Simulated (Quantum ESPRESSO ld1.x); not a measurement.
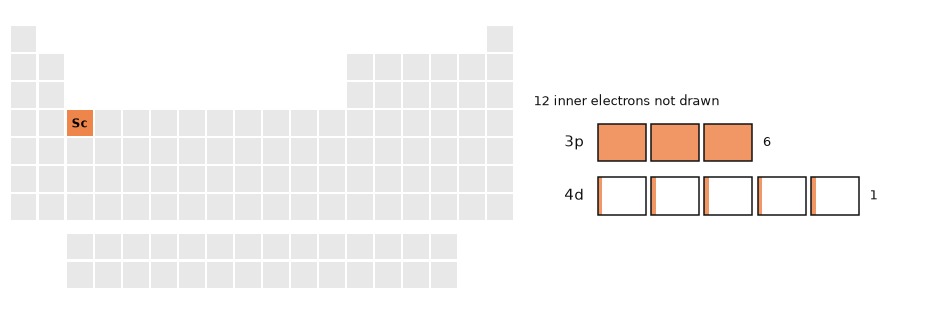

*Left, the place of scandium in the periodic table; right, the outer shells as the input fills them: a box for each of the 2l + 1 orbitals, shaded by the share of the shell that is filled, with the electron count at the right.*

Atomic calculation for Sc³⁺

- system: Sc³⁺, configuration typed as [Ar] 4d-1.
- method: radial all-electron Kohn-Sham run of Quantum ESPRESSO ld1.x with rel=1, dft='PW' as typed

**What the run reported**

- outcome: converged
- total energy: −760.662112 hartree
- kinetic energy: 766.059751 hartree
- electron–nucleus energy: −1787.4481 hartree
- Hartree energy: 296.994919 hartree
- exchange–correlation energy: −36.268633 hartree
- SCF iterations: 23
- hardware: 1 CPU thread, shared host
- wall time: 0.87 s

**What is odd here**

This input holds a deliberate oddity: negative occupation. The program ran to the end, and its total energy equals that of the same run with the usual input (−760.66211 hartree) within 10⁻⁵ hartree, so the oddity leaves no trace in it.

**Input file**
```
 &input
    zed=21.0,
    iswitch=1,
    rel=1,
    dft='PW',
    config='[Ar] 4d-1',
    verbosity='high',
    prefix='ld1',
    max_out_wfc=37,
    file_charge='ld1.rho',
 /
```

Run as:
```bash
OMP_NUM_THREADS=1 ld1.x < ld1.in > ld1.out
```

**Output**
```
     Program LD1 v.7.5 starts

     --------------------------- All-electron run ----------------------------

     scalar relativistic calculation

     atomic number is 21.00
     dft =PW   lsd =0 sic =0 latt =0  beta=0.20 tr2=1.0E-14
     Exchange-correlation= PW
                           (   1   4   0   0   0   0   0)
     mesh =1957 r(mesh) =  99.83088 a.u. xmin = -8.00 dx = 0.00800
     1 Ry =  13.60569312 eV, c = 137.03599908

     n l     nl                  e(Ry)          e(Ha)          e(eV)
     1 0     1S 1( 2.00)    -324.703563670    -162.351781835  -4417.8170432
     2 0     2S 1( 2.00)     -37.211065980     -18.605532990   -506.2823445
     2 1     2P 1( 6.00)     -30.964277696     -15.482138848   -421.2904601
     3 0     3S 1( 2.00)      -6.335552425      -3.167776213    -86.1995821
     3 1     3P 1( 6.00)      -4.750726437      -2.375363218    -64.6369260

     final scf error:  5.9E-15 reached in  23 iterations

     Etot =   -1521.324224 Ry,    -760.662112 Ha,  -20698.670532 eV

     Ekin =    1532.119503 Ry,     766.059751 Ha,   20845.547785 eV
     Encl =   -3574.896300 Ry,   -1787.448150 Ha,  -48638.942008 eV
     Eh   =     593.989839 Ry,     296.994920 Ha,    8081.643469 eV
     Exc  =     -72.537266 Ry,     -36.268633 Ha,    -986.919778 eV

     normalization and overlap integrals

     s(1S/1S) =  1.000000  <r> =   0.0732  <r2> =    0.0072  r(max) =   0.0480
     s(1S/2S) = -0.001964
     s(1S/3S) = -0.000715
     s(2S/2S) =  1.000000  <r> =   0.3446  <r2> =    0.1405  r(max) =   0.2835
     s(2S/3S) = -0.000392
     s(2P/2P) =  1.000000  <r> =   0.3082  <r2> =    0.1174  r(max) =   0.2321
     s(2P/3P) = -0.000308
     s(3S/3S) =  1.000000  <r> =   1.0572  <r2> =    1.2856  r(max) =   0.9190
     s(3P/3P) =  1.000000  <r> =   1.1294  <r2> =    1.4920  r(max) =   0.9565

     ------------------------ End of All-electron run ------------------------
```

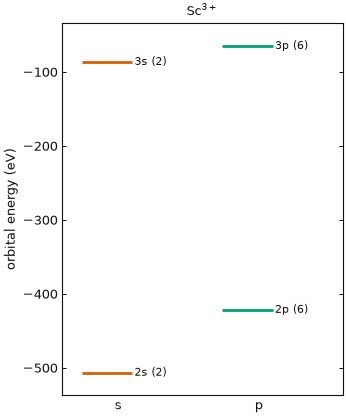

*The outer levels are drawn (occupations in brackets). They are the filled levels of this odd run.*

The highest occupied level is 3p at −64.6 eV. From the top down the occupied levels run 3p (−64.6 eV), 3s (−86.2 eV), 2p (−421.3 eV), 2s (−506.3 eV).
